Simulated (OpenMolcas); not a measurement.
# Mo²⁺ among point charges: CASSCF levels and susceptibility

Aim: the splitting of the states of Mo²⁺ in the field of 6 point charges, its lowest levels with spin-orbit coupling and its magnetic susceptibility.

Method: state-averaged CASSCF, spin-orbit coupling by RASSI with atomic mean-field integrals. Code: OpenMolcas 26.06.

1 further run of the same task is left out (it didn't finish).

## Step 1: The atom as given

- Species: Mo²⁺ (molybdenum, Z = 42, 40 electrons)
- Basis: ANO-RCC-VTZP [7s6p4d2f1g], 68 functions
- Scalar Hamiltonian: DKH2, point nucleus
- Inactive shells: 1s 2s 2p 3s 3p 3d 4s 4p
- Active space: 4 electrons in 5 orbitals (4d)
- Some configurations of this space: 4d4
- Orbitals: optimised for each spin and parity, averaged over all roots

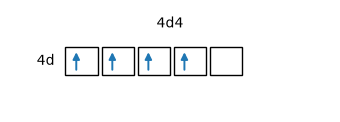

Outer shells as boxes.

The ion sits among 6 point charges of -1 e arranged as a tetragonal octahedron (D4h), 2 Å from the ion, with the axial distance 1.860 Å. The active orbitals were held to one l.

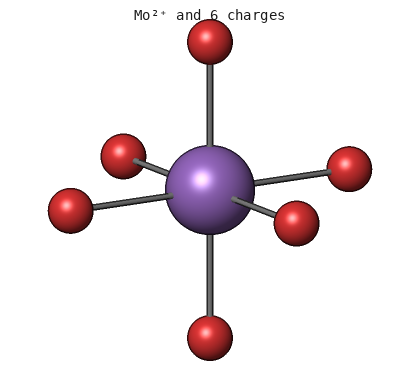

The ion and the point charges (red).

Each step is its own input file, run in one work folder so that later steps find the files of earlier ones. Labels, J, g values, rates, χT and fits are worked out afterwards by a script from the matrices that RASSI stores. The input lists half of the charges; inversion (Group=XYZ) makes the rest.

## Step 2: GATEWAY and SEWARD: basis and integrals

Contents of a.inp:

```
&GATEWAY
Coord
1

Mo 0.0 0.0 0.0
Basis=ANO-RCC-VTZP
Group=XYZ
NoMove
AngMom=0.0 0.0 0.0
AMFI
XField
3 Angstrom 0
2.000000 0.000000 0.000000 -1.000000
0.000000 2.000000 0.000000 -1.000000
0.000000 0.000000 1.860000 -1.000000
&SEWARD
```

Started as:

```console
$ OMP_NUM_THREADS=1 MOLCAS_MEM=1689 MOLCAS_PROJECT=a pymolcas a.inp > a.log
```

## Step 3: Reference wave functions, quintets of even parity, 5 roots

Contents of a.inp:

```
&RASSCF
FileOrb=start.orb
Symmetry=1
Spin=5
nActEl=4 0 0
Inactive=9 9
Ras2=5 0
CIRoot=5 5 1
SDav=5
CIMx=300
Iter=120 100
PrWF=0.3
OrbListing=Nothing
MaxOrb=0
SupSym
1
20 4 5 6 7 8 10 11 12 13 14 18 19 20 21 22 23 24 25 26 27
0
>>> COPY $Project.JobIph JOB001
```

start.orb holds the contracted functions of the basis, ordered by shell, or the orbitals of the step before.

## Step 4: CASSCF: triplets of even parity, 45 roots

Contents of a.inp:

```
&RASSCF
FileOrb=start.orb
Symmetry=1
Spin=3
nActEl=4 0 0
Inactive=9 9
Ras2=5 0
CIRoot=45 45 1
SDav=45
CIMx=300
Iter=120 100
PrWF=0.3
OrbListing=Nothing
MaxOrb=0
SupSym
1
20 4 5 6 7 8 10 11 12 13 14 18 19 20 21 22 23 24 25 26 27
0
>>> COPY $Project.JobIph JOB002
```

## Step 5: CASSCF: singlets of even parity, 50 roots

Contents of a.inp:

```
&RASSCF
FileOrb=start.orb
Symmetry=1
Spin=1
nActEl=4 0 0
Inactive=9 9
Ras2=5 0
CIRoot=50 50 1
SDav=50
CIMx=300
Iter=120 100
PrWF=0.3
OrbListing=Nothing
MaxOrb=0
SupSym
1
20 4 5 6 7 8 10 11 12 13 14 18 19 20 21 22 23 24 25 26 27
0
>>> COPY $Project.JobIph JOB003
```

## Step 6: State interaction with spin-orbit coupling

Contents of a.inp:

```
&RASSI
NrOfJobIphs=3 5 45 50
1 2 3 4 5
1 2 3 4 5 6 7 8 9 10 11 12 13 14 15 16 17 18 19 20 21 22 23 24 25 26 27
28 29 30 31 32 33 34 35 36 37 38 39 40 41 42 43 44 45
1 2 3 4 5 6 7 8 9 10 11 12 13 14 15 16 17 18 19 20 21 22 23 24 25 26 27
28 29 30 31 32 33 34 35 36 37 38 39 40 41 42 43 44 45 46 47 48 49 50
IphNames
JOB001
JOB002
JOB003
EJob
SpinOrbit
DIPRint=1.0
SOCoupling=1000.0
Subsets=2
Property=9
'ANGMOM' 1 'ANGMOM' 2 'ANGMOM' 3 'MLTPL  1' 1 'MLTPL  1' 2 'MLTPL  1' 3
'AMFI' 1 'AMFI' 2 'AMFI' 3
SOProperty=3
'ANGMOM' 1 'ANGMOM' 2 'ANGMOM' 3
```

**Question.** What will these runs give? Wanted: spin-free ground state; first state of the same spin within the active space; lowest level; next level.

**Answer**, as computed:

```
                                            quantity                            value
                                              method                           CASSCF
                              spin-free ground state  5A1, 1-fold in its orbital part
first state of the same spin within the active space                 5B1 at 3940 cm⁻¹
                                        lowest level                        1-fold A1
                                          next level                        28.7 cm⁻¹
                                         χT at 300 K                   2.81 cm³ K/mol
                           effective moment at 300 K                          4.74 μB
```

**Reading.** The spin-free ground state (5A1) comes to 100 % from free-ion D terms and keeps the highest spin of the shell. χT at 300 K is 2.81, against 3.01 cm³ K/mol for the spin alone; near agreement at one temperature doesn't show that the orbital moment is quenched. An active space of the d shell alone favours high spin; real ions in strong fields can be low spin. The field of point charges can differ much from that of real complexes. With metal d orbitals alone active, the gaps between spin states are rough; where two lie within a few thousand cm-1, their order is open. This is an electrostatic model: the charges have no orbitals.
